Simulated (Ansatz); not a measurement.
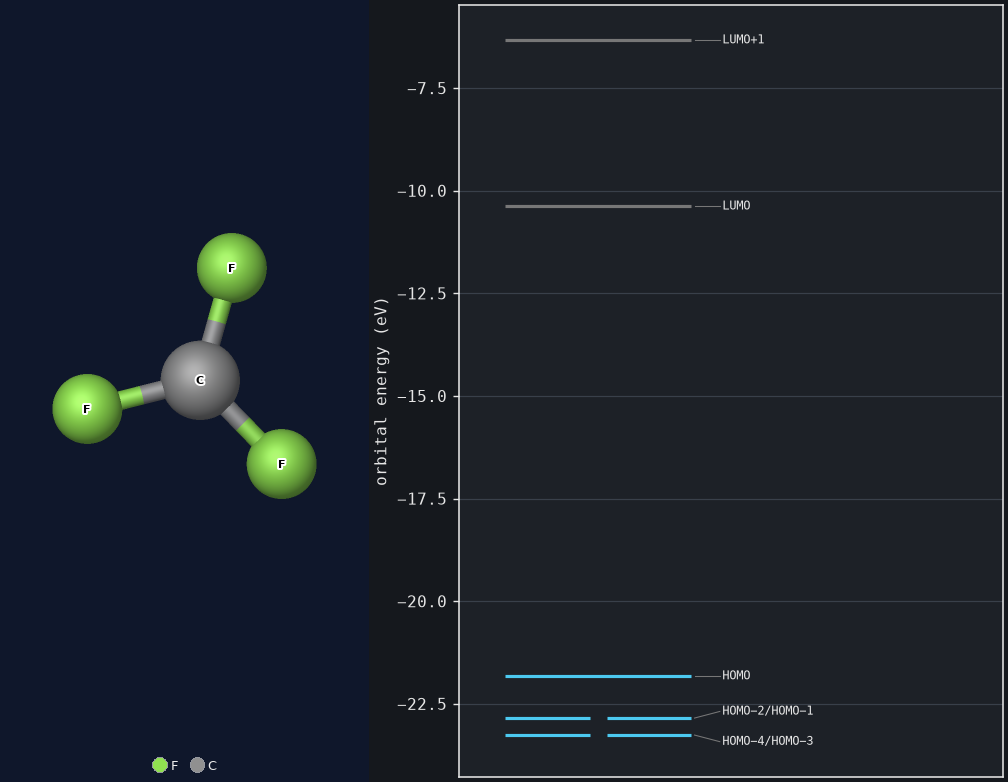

CF₃⁺, SMILES F[C+](F)F. Kohn-Sham orbital energies near the frontier, PBE0/def2-TZVPP in the Ansatz code, at a PBE0-D4/def2-TZVP geometry (a minimum by its frequencies), isolated molecule; empty levels in grey, levels within 0.03 eV side by side.

### Where do the frontier orbitals lie?

HOMO at −21.82 eV, LUMO at −10.38 eV, 11.44 eV apart.

### How far below the HOMO does the next level lie?

1.02 eV.

### List the levels.

```tsv
orbital	energy (eV)
LUMO+1	−6.33
LUMO	−10.38
HOMO	−21.82
HOMO−1	−22.85
HOMO−2	−22.85
HOMO−3	−23.26
HOMO−4	−23.26
```
